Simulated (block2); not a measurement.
**DMRG/STO-6G run of C2H2O (oxirene)**

What is the vertical ionisation energy of C2H2O (oxirene) at DMRG/STO-6G? The job is set up through a Python script.

The calculation is run with block2 0.5.4.

4 further runs of the same task are left out: 1 that didn't finish, 3 set aside as unsound or not needed.

### Step 1. The system as given

C2H2O: 5 atoms, total charge 0, spin state singlet. SMILES: `C1=CO1`. Geometry: relaxed at PBE0-D4/def2-TZVP.

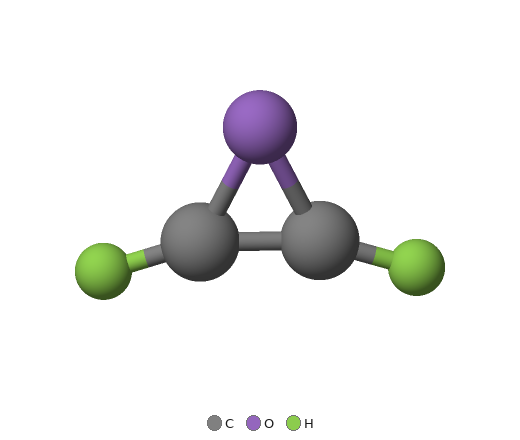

The structure, seen from a chosen angle (carbon grey, oxygen purple, hydrogen green).

### Step 2. The energy at DMRG/STO-6G

Input file run_dmrg.py:

```python
import numpy as np
from pyscf import cc, dft, gto, mp, scf
from pyblock2._pyscf.ao2mo import integrals as itg
from pyblock2.driver.core import DMRGDriver, SymmetryTypes
from scipy.stats import linregress

geom = """
C
C 1 1.259736
O 2 1.480406 1 64.82573
H 1 1.071406 2 162.01655 3 179.97576
H 2 1.071414 1 162.00639 4 -0.02944
"""
mol = gto.M(
    atom=geom,
    basis="sto-6g",
    charge=0,
    spin=0,
    verbose=4,
)
print("basis functions = %d" % (mol.nao))
mf = scf.RHF(mol)
mf.conv_tol = 1e-10
mf.max_cycle = 200
mf.kernel()
if not mf.converged:
    mf = mf.newton().run(mf.mo_coeff, mf.mo_occ)
print(f"E(SCF) = {mf.e_tot:.10f}")
# single-reference ladder for comparison
ref = mf
pt = mp.MP2(ref, frozen=3).run()
mycc = cc.CCSD(ref, frozen=3)
mycc.max_cycle = 150
mycc.kernel()
print(f"MP2 total energy = {pt.e_tot:.10f}")
if mycc.converged:
    print("CCSD total energy = %.10f" % (mycc.e_tot))
    print(f"E(CCSD(T)) = {mycc.e_tot + mycc.ccsd_t():.10f}")
    print("T1 diagnostic = %.4f" % (mycc.get_t1_diagnostic()))
# a few density functionals on the same geometry and basis
ks = dft.RKS(mol, xc="lda,vwn5").set(conv_tol=1e-9, verbose=3).run()
if ks.converged:
    print("E(SVWN5) = %.8f" % (ks.e_tot))
ks = dft.RKS(mol, xc="wb97x").set(conv_tol=1e-9, verbose=3).run()
if ks.converged:
    print(f"E(wB97X) = {ks.e_tot:.8f}")
ks = dft.RKS(mol, xc="m062x").set(conv_tol=1e-9, verbose=3).run()
if ks.converged:
    print(f"E(M06-2X) = {ks.e_tot:.8f}")
ks = dft.RKS(mol, xc="m06l").set(conv_tol=1e-9, verbose=3).run()
if ks.converged:
    print(f"E(M06-L) = {ks.e_tot:.8f}")
ks = dft.RKS(mol, xc="tpssh").set(conv_tol=1e-9, verbose=3).run()
if ks.converged:
    print("E(TPSSh) = %.8f" % (ks.e_tot))
ncas, n_elec, spin, ecore, h1e, g2e, orb_sym = itg.get_rhf_integrals(mf, ncore=3, ncas=14, pg_symm=False, g2e_symm=8)
driver = DMRGDriver(scratch="./tmp", symm_type=SymmetryTypes.SU2, stack_mem=1500 << 20, n_threads=1)
driver.initialize_system(n_sites=ncas, n_elec=n_elec, spin=spin, orb_sym=orb_sym)
mpo = driver.get_qc_mpo(h1e=h1e, g2e=g2e, ecore=ecore, iprint=0)
occs = np.array([1.8] * 8 + [0.2] * 6)
ket = driver.get_random_mps(tag="GS", bond_dim=50, nroots=1, occs=occs)
bond_dims = [50] * 4 + [75] * 4 + [100] * 4
noises = [0.0001] * 4 + [0.0001] * 4 + [1e-05] * 4 + [0]
thrds = [1e-09] * 12
e = driver.dmrg(mpo, ket, n_sweeps=18, tol=1e-06, bond_dims=bond_dims, noises=noises, thrds=thrds, iprint=1)
ms, dws, es = driver.get_dmrg_results()
print("max discarded weight = %.3e" % (dws[-1]))
print(f"E(final) = {e:.10f}")
dm1 = driver.get_1pdm(ket)
print("natural occupations =", np.round(np.linalg.eigvalsh(dm1)[::-1], 5).tolist())
c_act = mf.mo_coeff[:, 3:17]
dm_ao = c_act @ dm1 @ c_act.T + 2 * mf.mo_coeff[:, :3] @ mf.mo_coeff[:, :3].T
print("dipole moment (debye) =", np.round(scf.hf.dip_moment(mol, dm_ao, verbose=0), 4).tolist())
print("max block entropy = %.4f" % (max(driver.get_bipartite_entanglement(ket))))
# reverse schedule: lower the bond dimension without noise and extrapolate in the discarded weight
ket = driver.adjust_mps(ket, dot=2)[0]
back = [90, 75, 60, 45]
driver.dmrg(mpo, ket, n_sweeps=4 * len(back), tol=0, bond_dims=[m for m in back for _ in range(4)], noises=[0] * (4 * len(back)), thrds=[1e-9] * (4 * len(back)), iprint=1)
ms, dws, es = driver.get_dmrg_results()
ms, dws, es = ms[3::4], dws[3::4], np.array(es)[3::4, 0]
fit = linregress(dws, es)
print("M values =", np.round(ms, 1).tolist())
print("discarded weights =", np.round(dws, 12).tolist())
print("E(M) =", np.round(es, 9).tolist())
print("extrapolated energy = %.8f" % (fit.intercept))
print("extrapolation error = %.3e" % (abs(fit.intercept - es.min()) / 5))
```

The run is started by

```
$ python run_dmrg.py
```

What it wrote:

```text
[INPUT] verbose = 4
[INPUT] num. atoms = 5
[INPUT] num. electrons = 22
[INPUT] charge = 0
[INPUT] spin (= nelec alpha-beta = 2S) = 0
[INPUT] symmetry False subgroup None
[INPUT] Mole.unit = angstrom
[INPUT] Symbol           X                Y                Z      unit          X                Y                Z       unit  Magmom
[INPUT]  1 C      0.000000000000   0.000000000000   0.000000000000 AA    0.000000000000   0.000000000000   0.000000000000 Bohr   0.0
[INPUT]  2 C      1.259736000000   0.000000000000   0.000000000000 AA    2.380556029255   0.000000000000   0.000000000000 Bohr   0.0
[INPUT]  3 O      0.630011384321   0.000000000000   1.339794324978 AA    1.190548971725   0.000000000000   2.531844337455 Bohr   0.0
[INPUT]  4 H     -1.019063249274   0.000139945885  -0.330788287627 AA   -1.925750444736   0.000264459395  -0.625099268829 Bohr   0.0
[INPUT]  5 H      2.278748184792  -0.000030038019  -0.330971487804 AA    4.306209976106  -0.000056763630  -0.625445466990 Bohr   0.0

nuclear repulsion = 61.8887507430699
number of shells = 11
number of NR pGTOs = 102
number of NR cGTOs = 17
basis = sto-6g
ecp = {}
CPU time:         0.64
basis functions = 17

******** <class 'pyscf.scf.hf.RHF'> ********
method = RHF
initial guess = minao
damping factor = 0
level_shift factor = 0
DIIS = <class 'pyscf.scf.diis.CDIIS'>
diis_start_cycle = 1
diis_space = 8
diis_damp = 0
SCF conv_tol = 1e-10
SCF conv_tol_grad = None
SCF max_cycles = 200
direct_scf = True
direct_scf_tol = 1e-13
chkfile to save SCF result = tmpccgg9dz2
max_memory 1800 MB (current use 130 MB)
Set gradient conv threshold to 1e-05
Initial guess from minao.
init E= -151.761704215117
  HOMO = -0.112495153970346  LUMO = 0.211470989980536  gap/eV = 8.81557
cycle= 1 E= -150.9454627332  delta_E= 0.816  |g|= 0.567  |ddm|= 3.08
  HOMO = -0.104466168577131  LUMO = 0.223131961915846  gap/eV = 8.91440
cycle= 2 E= -151.066169563158  delta_E= -0.121  |g|= 0.21  |ddm|= 1.12
  HOMO = -0.255365391861505  LUMO = 0.307547479592661  gap/eV = 15.31764
cycle= 3 E= -151.081035606197  delta_E= -0.0149  |g|= 0.0245  |ddm|= 0.284
  HOMO = -0.263681977694991  LUMO = 0.299913365406438  gap/eV = 15.33621
cycle= 4 E= -151.081349711213  delta_E= -0.000314  |g|= 0.00353  |ddm|= 0.0538
  HOMO = -0.261782809636859  LUMO = 0.301012016165199  gap/eV = 15.31443
cycle= 5 E= -151.081360102297  delta_E= -1.04e-05  |g|= 0.00146  |ddm|= 0.00877
  HOMO = -0.261779192430101  LUMO = 0.301061643660841  gap/eV = 15.31568
cycle= 6 E= -151.081362408749  delta_E= -2.31e-06  |g|= 0.00019  |ddm|= 0.00572
  HOMO = -0.261790640258103  LUMO = 0.301033868193685  gap/eV = 15.31523
cycle= 7 E= -151.08136243967  delta_E= -3.09e-08  |g|= 5.59e-05  |ddm|= 0.00066
  HOMO = -0.261791567647578  LUMO = 0.301034015973133  gap/eV = 15.31526
cycle= 8 E= -151.081362440632  delta_E= -9.62e-10  |g|= 9.11e-06  |ddm|= 8.05e-05
  HOMO = -0.261791577367944  LUMO = 0.30103541289729  gap/eV = 15.31530
cycle= 9 E= -151.081362440663  delta_E= -3.13e-11  |g|= 6.98e-07  |ddm|= 1.71e-05
  HOMO = -0.261791370105644  LUMO = 0.301035352906563  gap/eV = 15.31530
Extra cycle  E= -151.081362440663  delta_E= -1.71e-13  |g|= 2.87e-07  |ddm|= 1.15e-06
converged SCF energy = -151.081362440663
E(SCF) = -151.0813624407

******** <class 'pyscf.mp.mp2.RMP2'> ********
nocc = 8, nmo = 14
frozen orbitals 3
max_memory 1800 MB (current use 145 MB)
E(RMP2) = -151.255399321476  E_corr = -0.174036880812187
E(SCS-RMP2) = -151.263749001479  E_corr = -0.182386560815179
E_corr(same-spin) = -0.0305281109532057
E_corr(oppo-spin) = -0.143508769858981

******** <class 'pyscf.cc.ccsd.CCSD'> ********
CC2 = 0
CCSD nocc = 8, nmo = 14
frozen orbitals 3
max_cycle = 150
direct = 0
conv_tol = 1e-07
conv_tol_normt = 1e-05
diis_space = 6
diis_start_cycle = 0
diis_start_energy_diff = 1e+09
max_memory 1800 MB (current use 145 MB)
Init t2, MP2 energy = -151.25539931733  E_corr(MP2) -0.174036876666722
Init E_corr(CCSD) = -0.174036876666771
cycle = 1  E_corr(CCSD) = -0.197599397680309  dE = -0.023562521  norm(t1,t2) = 0.0536329
cycle = 2  E_corr(CCSD) = -0.205800959379689  dE = -0.0082015617  norm(t1,t2) = 0.0245774
cycle = 3  E_corr(CCSD) = -0.212928411183875  dE = -0.0071274518  norm(t1,t2) = 0.0135982
cycle = 4  E_corr(CCSD) = -0.213459990511344  dE = -0.000531579327  norm(t1,t2) = 0.00305625
cycle = 5  E_corr(CCSD) = -0.213361618130343  dE = 9.8372381e-05  norm(t1,t2) = 0.000864141
cycle = 6  E_corr(CCSD) = -0.213348215011148  dE = 1.34031192e-05  norm(t1,t2) = 0.00020908
cycle = 7  E_corr(CCSD) = -0.213347348532197  dE = 8.6647895e-07  norm(t1,t2) = 7.46277e-05
cycle = 8  E_corr(CCSD) = -0.213347364534997  dE = -1.60027993e-08  norm(t1,t2) = 2.3528e-05
cycle = 9  E_corr(CCSD) = -0.213348078625013  dE = -7.14090017e-07  norm(t1,t2) = 7.84988e-06
cycle = 10  E_corr(CCSD) = -0.213348112957952  dE = -3.4332939e-08  norm(t1,t2) = 2.47817e-06
CCSD converged
E(CCSD) = -151.2947105536213  E_corr = -0.2133481129579524
MP2 total energy = -151.2553993215
CCSD total energy = -151.2947105536
CCSD(T) correction = -0.00290163111481812
E(CCSD(T)) = -151.2976121847
T1 diagnostic = 0.0077
radial grids:
    Treutler-Ahlrichs [JCP 102, 346 (1995); DOI:10.1063/1.469408] (M4) radial grids

becke partition: Becke, JCP 88, 2547 (1988); DOI:10.1063/1.454033
pruning grids: <function nwchem_prune at 0xfa15013302c0>
grids dens level: 3
symmetrized grids: False
atomic radii adjust function: <function treutler_atomic_radii_adjust at 0xfa15013307c0>
tot grids = 61936
converged SCF energy = -150.660312069432
E(SVWN5) = -150.66031207
radial grids:
    Treutler-Ahlrichs [JCP 102, 346 (1995); DOI:10.1063/1.469408] (M4) radial grids

becke partition: Becke, JCP 88, 2547 (1988); DOI:10.1063/1.454033
pruning grids: <function nwchem_prune at 0xfa15013302c0>
grids dens level: 3
symmetrized grids: False
atomic radii adjust function: <function treutler_atomic_radii_adjust at 0xfa15013307c0>
tot grids = 61936
converged SCF energy = -151.909737964039
E(wB97X) = -151.90973796
radial grids:
    Treutler-Ahlrichs [JCP 102, 346 (1995); DOI:10.1063/1.469408] (M4) radial grids

becke partition: Becke, JCP 88, 2547 (1988); DOI:10.1063/1.454033
pruning grids: <function nwchem_prune at 0xfa15013302c0>
grids dens level: 3
symmetrized grids: False
atomic radii adjust function: <function treutler_atomic_radii_adjust at 0xfa15013307c0>
tot grids = 61936
converged SCF energy = -151.883984225764
E(M06-2X) = -151.88398423
radial grids:
    Treutler-Ahlrichs [JCP 102, 346 (1995); DOI:10.1063/1.469408] (M4) radial grids

becke partition: Becke, JCP 88, 2547 (1988); DOI:10.1063/1.454033
pruning grids: <function nwchem_prune at 0xfa15013302c0>
grids dens level: 3
symmetrized grids: False
atomic radii adjust function: <function treutler_atomic_radii_adjust at 0xfa15013307c0>
tot grids = 61936
converged SCF energy = -151.960714504418
E(M06-L) = -151.96071450
radial grids:
    Treutler-Ahlrichs [JCP 102, 346 (1995); DOI:10.1063/1.469408] (M4) radial grids

becke partition: Becke, JCP 88, 2547 (1988); DOI:10.1063/1.454033
pruning grids: <function nwchem_prune at 0xfa15013302c0>
grids dens level: 3
symmetrized grids: False
atomic radii adjust function: <function treutler_atomic_radii_adjust at 0xfa15013307c0>
tot grids = 61936
converged SCF energy = -151.971202863995
E(TPSSh) = -151.97120286

Sweep =    0 | Direction =  forward | Bond dimension =   50 | Noise =  1.00e-04 | Dav threshold =  1.00e-09
Time elapsed =      0.463 | E =    -151.1927258533 | DW = 1.29779e-06

Sweep =    1 | Direction = backward | Bond dimension =   50 | Noise =  1.00e-04 | Dav threshold =  1.00e-09
Time elapsed =      1.331 | E =    -151.2819132041 | DE = -8.92e-02 | DW = 3.90597e-04

Sweep =    2 | Direction =  forward | Bond dimension =   50 | Noise =  1.00e-04 | Dav threshold =  1.00e-09
Time elapsed =      2.176 | E =    -151.2850740785 | DE = -3.16e-03 | DW = 2.88003e-04

Sweep =    3 | Direction = backward | Bond dimension =   50 | Noise =  1.00e-04 | Dav threshold =  1.00e-09
Time elapsed =      2.963 | E =    -151.2865667507 | DE = -1.49e-03 | DW = 3.08218e-04

Sweep =    4 | Direction =  forward | Bond dimension =   75 | Noise =  1.00e-04 | Dav threshold =  1.00e-09
Time elapsed =      4.119 | E =    -151.2887584477 | DE = -2.19e-03 | DW = 1.09907e-04

Sweep =    5 | Direction = backward | Bond dimension =   75 | Noise =  1.00e-04 | Dav threshold =  1.00e-09
Time elapsed =      5.670 | E =    -151.2898850212 | DE = -1.13e-03 | DW = 1.43655e-04

Sweep =    6 | Direction =  forward | Bond dimension =   75 | Noise =  1.00e-04 | Dav threshold =  1.00e-09
Time elapsed =      7.268 | E =    -151.2906651743 | DE = -7.80e-04 | DW = 1.66103e-04

Sweep =    7 | Direction = backward | Bond dimension =   75 | Noise =  1.00e-04 | Dav threshold =  1.00e-09
Time elapsed =      8.886 | E =    -151.2909079697 | DE = -2.43e-04 | DW = 1.75286e-04

Sweep =    8 | Direction =  forward | Bond dimension =  100 | Noise =  1.00e-05 | Dav threshold =  1.00e-09
Time elapsed =     11.016 | E =    -151.2920199717 | DE = -1.11e-03 | DW = 8.52667e-05

Sweep =    9 | Direction = backward | Bond dimension =  100 | Noise =  1.00e-05 | Dav threshold =  1.00e-09
Time elapsed =     13.860 | E =    -151.2925778393 | DE = -5.58e-04 | DW = 1.06676e-04

Sweep =   10 | Direction =  forward | Bond dimension =  100 | Noise =  1.00e-05 | Dav threshold =  1.00e-09
Time elapsed =     16.658 | E =    -151.2931899620 | DE = -6.12e-04 | DW = 1.23734e-04

Sweep =   11 | Direction = backward | Bond dimension =  100 | Noise =  1.00e-05 | Dav threshold =  1.00e-09
Time elapsed =     19.539 | E =    -151.2934802977 | DE = -2.90e-04 | DW = 1.30966e-04

Sweep =   12 | Direction =  forward | Bond dimension =  100 | Noise =  0.00e+00 | Dav threshold =  1.00e-07
Time elapsed =     21.810 | E =    -151.2937781834 | DE = -2.98e-04 | DW = 1.46521e-04

Sweep =   13 | Direction = backward | Bond dimension =  100 | Noise =  0.00e+00 | Dav threshold =  1.00e-07
Time elapsed =     24.006 | E =    -151.2938114758 | DE = -3.33e-05 | DW = 1.49398e-04

Sweep =   14 | Direction =  forward | Bond dimension =  100 | Noise =  0.00e+00 | Dav threshold =  1.00e-07
Time elapsed =     26.315 | E =    -151.2939402927 | DE = -1.29e-04 | DW = 1.54123e-04

Sweep =   15 | Direction = backward | Bond dimension =  100 | Noise =  0.00e+00 | Dav threshold =  1.00e-07
Time elapsed =     28.515 | E =    -151.2939468571 | DE = -6.56e-06 | DW = 1.54434e-04

Sweep =   16 | Direction =  forward | Bond dimension =  100 | Noise =  0.00e+00 | Dav threshold =  1.00e-07
Time elapsed =     30.821 | E =    -151.2940156342 | DE = -6.88e-05 | DW = 1.57299e-04

Sweep =   17 | Direction = backward | Bond dimension =  100 | Noise =  0.00e+00 | Dav threshold =  1.00e-07
Time elapsed =     33.031 | E =    -151.2940179009 | DE = -2.27e-06 | DW = 1.57680e-04

ATTENTION: DMRG is not converged to desired tolerance of 1.00000e-06
max discarded weight = 1.577e-04
E(final) = -151.2940179009
natural occupations = [1.99752, 1.99728, 1.98267, 1.9804, 1.97948, 1.94509, 1.94492, 1.88763, 0.11268, 0.06381, 0.04997, 0.02847, 0.01937, 0.01072]
dipole moment (debye) = [-0.0004, 0.0001, -1.449]
max block entropy = 0.7660

Sweep =    0 | Direction =  forward | Bond dimension =   90 | Noise =  0.00e+00 | Dav threshold =  1.00e-09
Time elapsed =      2.366 | E =    -151.2938600902 | DW = 2.58382e-04

Sweep =    1 | Direction = backward | Bond dimension =   90 | Noise =  0.00e+00 | Dav threshold =  1.00e-09
Time elapsed =      4.483 | E =    -151.2935217522 | DE = 3.38e-04 | DW = 1.97504e-04

Sweep =    2 | Direction =  forward | Bond dimension =   90 | Noise =  0.00e+00 | Dav threshold =  1.00e-09
Time elapsed =      6.586 | E =    -151.2935728933 | DE = -5.11e-05 | DW = 1.90615e-04

Sweep =    3 | Direction = backward | Bond dimension =   90 | Noise =  0.00e+00 | Dav threshold =  1.00e-09
Time elapsed =      8.673 | E =    -151.2935769864 | DE = -4.09e-06 | DW = 1.90958e-04

Sweep =    4 | Direction =  forward | Bond dimension =   75 | Noise =  0.00e+00 | Dav threshold =  1.00e-09
Time elapsed =     10.446 | E =    -151.2931627958 | DE = 4.14e-04 | DW = 4.60674e-04

Sweep =    5 | Direction = backward | Bond dimension =   75 | Noise =  0.00e+00 | Dav threshold =  1.00e-09
Time elapsed =     11.869 | E =    -151.2923811388 | DE = 7.82e-04 | DW = 3.19633e-04

Sweep =    6 | Direction =  forward | Bond dimension =   75 | Noise =  0.00e+00 | Dav threshold =  1.00e-09
Time elapsed =     13.323 | E =    -151.2923895234 | DE = -8.38e-06 | DW = 2.82359e-04

Sweep =    7 | Direction = backward | Bond dimension =   75 | Noise =  0.00e+00 | Dav threshold =  1.00e-09
Time elapsed =     14.727 | E =    -151.2923961811 | DE = -6.66e-06 | DW = 2.83579e-04

Sweep =    8 | Direction =  forward | Bond dimension =   60 | Noise =  0.00e+00 | Dav threshold =  1.00e-09
Time elapsed =     15.915 | E =    -151.2917074198 | DE = 6.89e-04 | DW = 7.04079e-04

Sweep =    9 | Direction = backward | Bond dimension =   60 | Noise =  0.00e+00 | Dav threshold =  1.00e-09
Time elapsed =     16.857 | E =    -151.2903997555 | DE = 1.31e-03 | DW = 3.70927e-04

Sweep =   10 | Direction =  forward | Bond dimension =   60 | Noise =  0.00e+00 | Dav threshold =  1.00e-09
Time elapsed =     17.815 | E =    -151.2904109339 | DE = -1.12e-05 | DW = 3.21933e-04

Sweep =   11 | Direction = backward | Bond dimension =   60 | Noise =  0.00e+00 | Dav threshold =  1.00e-09
Time elapsed =     18.733 | E =    -151.2904098665 | DE = 1.07e-06 | DW = 3.01241e-04

Sweep =   12 | Direction =  forward | Bond dimension =   45 | Noise =  0.00e+00 | Dav threshold =  1.00e-09
Time elapsed =     19.483 | E =    -151.2895693894 | DE = 8.40e-04 | DW = 1.02143e-03

Sweep =   13 | Direction = backward | Bond dimension =   45 | Noise =  0.00e+00 | Dav threshold =  1.00e-09
Time elapsed =     20.071 | E =    -151.2869161544 | DE = 2.65e-03 | DW = 5.42738e-04

Sweep =   14 | Direction =  forward | Bond dimension =   45 | Noise =  0.00e+00 | Dav threshold =  1.00e-09
Time elapsed =     20.669 | E =    -151.2871835326 | DE = -2.67e-04 | DW = 5.18918e-04

Sweep =   15 | Direction = backward | Bond dimension =   45 | Noise =  0.00e+00 | Dav threshold =  1.00e-09
Time elapsed =     21.253 | E =    -151.2871921232 | DE = -8.59e-06 | DW = 5.19105e-04

M values = [90, 75, 60, 45]
discarded weights = [0.000190957864, 0.000283578616, 0.000301241253, 0.000519104684]
E(M) = [-151.293576986, -151.292396181, -151.290409867, -151.287192123]
extrapolated energy = -151.29720362
extrapolation error = 7.253e-04
```

Run time: 64 s. Hardware: 1 thread of Arm Neoverse V2, shared host; peak memory 0.33 GiB.

(Part 1 of 2 ends here.)
